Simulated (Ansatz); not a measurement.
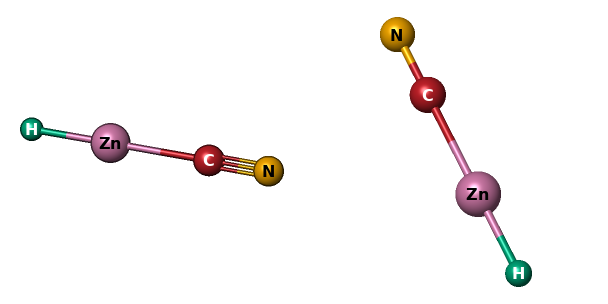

The same structure drawn twice, from different directions.

Computed geometry: PBE0-D4/def2-TZVP optimisation. No frequency run is at hand to confirm it as a minimum.

Question: Give the formula.

Answer: CHNZn, 4 atoms: 1 carbon, 1 hydrogen, 1 nitrogen and 1 zinc.

Question: Name functional groups in it.

Answer: Among them: nitrile.

Question: What is its SMILES?

Answer: N#[C][ZnH]

Question: How many atoms are distinct by symmetry?

Answer: 4: 1 N, 1 C, 1 Zn, 1 H.

More results for the same structure follow; atom numbers are the same in all pictures, views and colours differ.

### Geometry

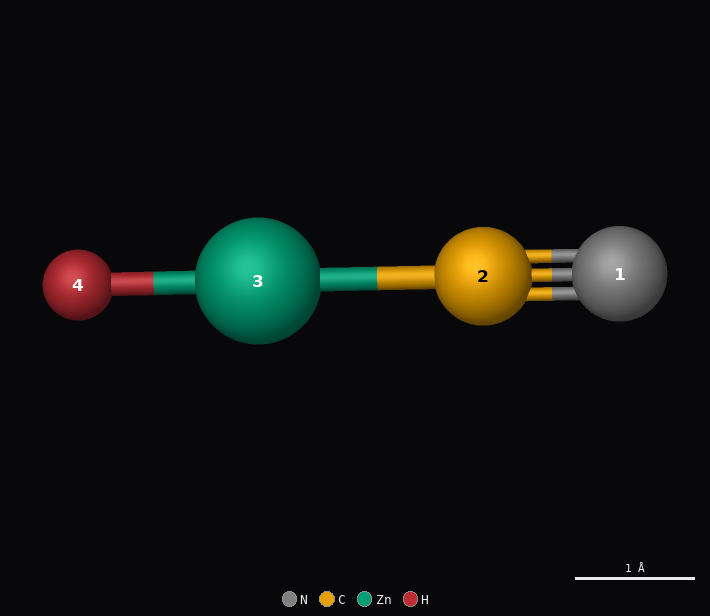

No frequency run is at hand to confirm it as a minimum.

Which atoms are bonded, and how long are the bonds?

```tsv
bond	length (Å)
N1–C2	1.154
C2–Zn3	1.905
Zn3–H4	1.523
```

### Electronic properties

No frequency run is at hand to confirm it as a minimum. Properties computed with RKS PBE0-D4/def2-TZVPP (Ansatz 0.2.0).

Predict the main results.

- HOMO energy (Kohn–Sham orbital): −9.49 eV
- LUMO energy (Kohn–Sham orbital): −1.54 eV
- HOMO–LUMO gap: 7.95 eV

### Dipole moment

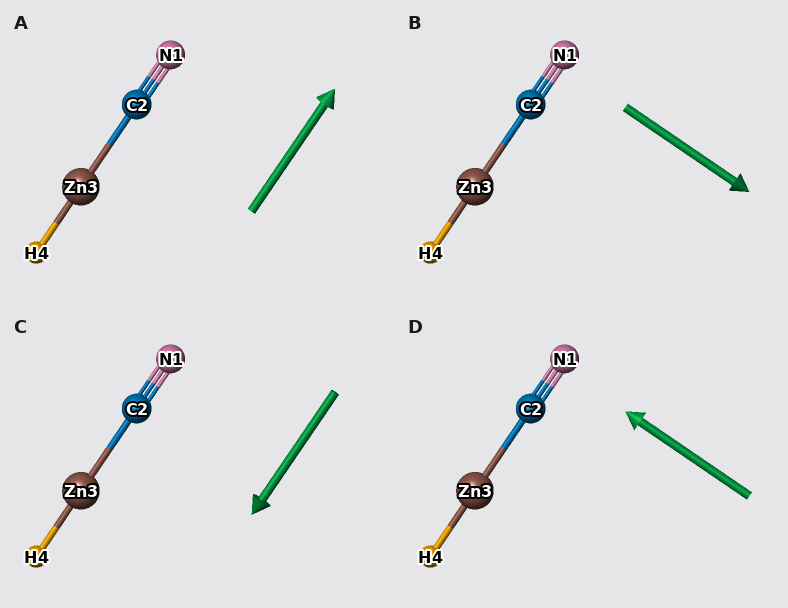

The same molecule four times, each with an arrow. No frequency run is at hand to confirm it as a minimum. Level of theory: RKS PBE0-D4/def2-TZVP (Ansatz 0.2.0).

Question: Which arrow points along the dipole moment, from the negative to the positive end?

Answer: C. The dipole moment is 3.56 D; it points from the side of N1 to the side of H4 (the outermost atoms at the two ends).

### Charges

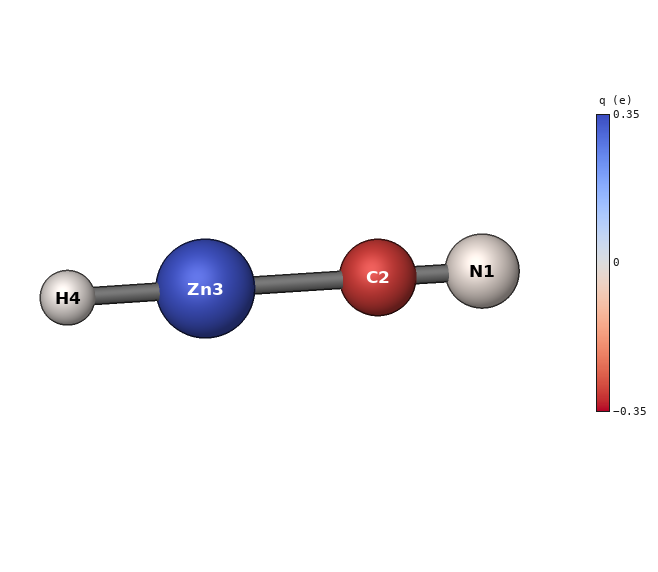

Atoms are coloured by their Mulliken charges. No frequency run is at hand to confirm it as a minimum. Method: RKS PBE0-D4/def2-TZVP (Ansatz 0.2.0).

Question: Which atom carries the highest charge (most positive or least negative)?

Answer: Zn3 (0.34 e).

Question: And the lowest?

Answer: C2 (−0.31 e).

Give the Mulliken charges atom by atom.

```tsv
atom	value (e)
N1	−0.02
C2	−0.31
Zn3	0.34
H4	−0.01
```

Mulliken values depend strongly on the basis set and can even reverse the polarity of a bond.
